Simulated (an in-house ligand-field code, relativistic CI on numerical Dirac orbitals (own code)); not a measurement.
**d2 in a ligand field: terms against the cubic field**

Which terms of d2 lie lowest for given Racah parameters and ligand field?

Program: an in-house ligand-field code version 1. Level of theory: parametric ligand-field model of a d^n configuration (Racah B and C, spin-orbit zeta, crystal field), exact diagonalisation. These are calculated values, not measurements, unless marked.

### 1 The system

* shell: d2
* set 1 (cm⁻¹): B = 1140, C = 4690, Oh, 10Dq = 1140
* set 2 (cm⁻¹): B = 1140, C = 4690, Oh, 10Dq = 3420
* set 3 (cm⁻¹): B = 1140, C = 4690, Oh, 10Dq = 5700
* set 4 (cm⁻¹): B = 1140, C = 4690, Oh, 10Dq = 7980
* set 5 (cm⁻¹): B = 1140, C = 4690, Oh, 10Dq = 10260
* set 6 (cm⁻¹): B = 1140, C = 4690, Oh, 10Dq = 12540
* set 7 (cm⁻¹): B = 1140, C = 4690, Oh, 10Dq = 14820
* set 8 (cm⁻¹): B = 1140, C = 4690, Oh, 10Dq = 17100

### 2 Set 1

Input settings:

```ini
n = 2
racah_B = 1140  # cm-1
racah_C = 4690  # cm-1
zeta = 0  # cm-1
symmetry = Oh
field = {"10Dq": 1140}  # cm-1
```

### 3 Set 2

Input settings:

```ini
n = 2
racah_B = 1140  # cm-1
racah_C = 4690  # cm-1
zeta = 0  # cm-1
symmetry = Oh
field = {"10Dq": 3420}  # cm-1
```

### 4 Set 3

Input settings:

```ini
n = 2
racah_B = 1140  # cm-1
racah_C = 4690  # cm-1
zeta = 0  # cm-1
symmetry = Oh
field = {"10Dq": 5700}  # cm-1
```

### 5 Set 4

Input settings:

```ini
n = 2
racah_B = 1140  # cm-1
racah_C = 4690  # cm-1
zeta = 0  # cm-1
symmetry = Oh
field = {"10Dq": 7980}  # cm-1
```

### 6 Set 5

Input settings:

```ini
n = 2
racah_B = 1140  # cm-1
racah_C = 4690  # cm-1
zeta = 0  # cm-1
symmetry = Oh
field = {"10Dq": 10260}  # cm-1
```

### 7 Set 6

Input settings:

```ini
n = 2
racah_B = 1140  # cm-1
racah_C = 4690  # cm-1
zeta = 0  # cm-1
symmetry = Oh
field = {"10Dq": 12540}  # cm-1
```

### 8 Set 7

Input settings:

```ini
n = 2
racah_B = 1140  # cm-1
racah_C = 4690  # cm-1
zeta = 0  # cm-1
symmetry = Oh
field = {"10Dq": 14820}  # cm-1
```

### 9 Set 8

Input settings:

```ini
n = 2
racah_B = 1140  # cm-1
racah_C = 4690  # cm-1
zeta = 0  # cm-1
symmetry = Oh
field = {"10Dq": 17100}  # cm-1
```

(Steps that only read results are left out.)

What does the calculation give? Wanted: lowest terms.

The runs gave:

| set | 10Dq/B (size) | lowest | S | electrons in z² and x²-y² | first level of the same spin (cm⁻¹) |
| --- | --- | --- | --- | --- | --- |
| 1: Oh | 1.0 | 3T1 | 1.00 | 0.18 | 3T2 924 |
| 2: Oh | 3.0 | 3T1 | 1.00 | 0.15 | 3T2 2833 |
| 3: Oh | 5.0 | 3T1 | 1.00 | 0.12 | 3T2 4810 |
| 4: Oh | 7.0 | 3T1 | 1.00 | 0.10 | 3T2 6840 |
| 5: Oh | 9.0 | 3T1 | 1.00 | 0.08 | 3T2 8911 |
| 6: Oh | 11.0 | 3T1 | 1.00 | 0.07 | 3T2 11015 |
| 7: Oh | 13.0 | 3T1 | 1.00 | 0.06 | 3T2 13144 |
| 8: Oh | 15.0 | 3T1 | 1.00 | 0.05 | 3T2 15295 |

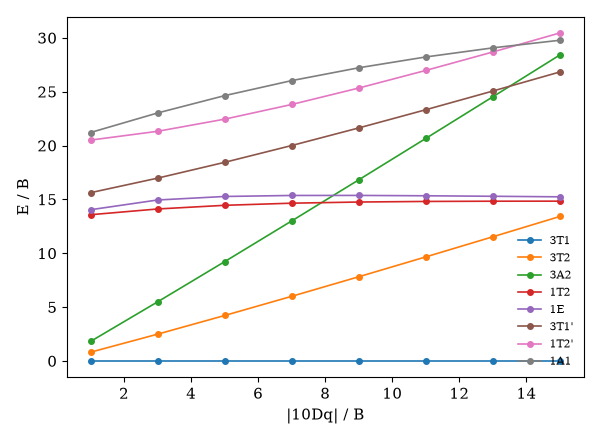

Terms above the lowest against the field, in units of B (a stretch of a Tanabe-Sugano diagram).

| quantity | value |
| --- | --- |
| lowest terms | 1: 3T1, 2: 3T1, 3: 3T1, 4: 3T1, 5: 3T1, 6: 3T1, 7: 3T1, 8: 3T1 |

**Reading.** The lowest term stays 3T1 over this range. B, C and the field are free parameters here, not those of a compound.
